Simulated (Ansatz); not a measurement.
The calculation's input:

```
crystal:
  periodic: [false, false, false]
  atoms:
    - {symbol: F, position_ang: [0.271895, -1.305516, 0.151212]}
    - {symbol: Na, position_ang: [0.275048, 0.112272, 1.901570]}
    - {symbol: Si, position_ang: [0.569320, 0.155420, -0.739774]}
    - {symbol: H, position_ang: [1.772852, -0.230428, -1.560928]}
    - {symbol: H, position_ang: [-0.490564, 0.079672, -1.808630]}
basis:
  gaussian: {orbitals: def2-TZVPD}
total_charge: 0
hamiltonian: {xc: pbe0}
output: {forces: true, orbitals: {seedname: orbitals}}
```

Command:

```sh
ansatz run input.yaml --threads 2 --pin off --max-ram 4350MiB --events-out events.jsonl --progress --plain --runs-dir runs
```

Geometry: B3LYP-D4/def2-TZVP.

These are results of Ansatz 0.2.0, isolated molecule in a Gaussian basis; Kohn-Sham density functional theory, functional PBE0, not measurements.

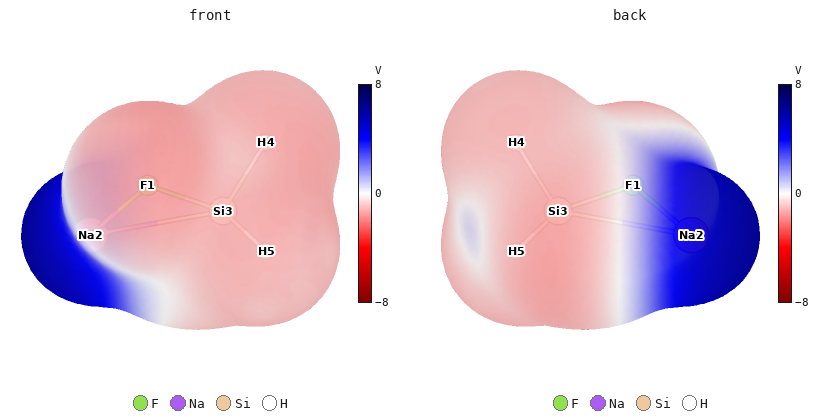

FH$_{2}$NaSi. The electrostatic potential painted on the density surface at 0.002 e/bohr³, seen from the front and from behind; red is negative and blue positive.

> Where is the surface potential most negative and most positive?

The most negative region (about −1.6 V) lies over F1, the most positive (about +6.2 V) over Na2.
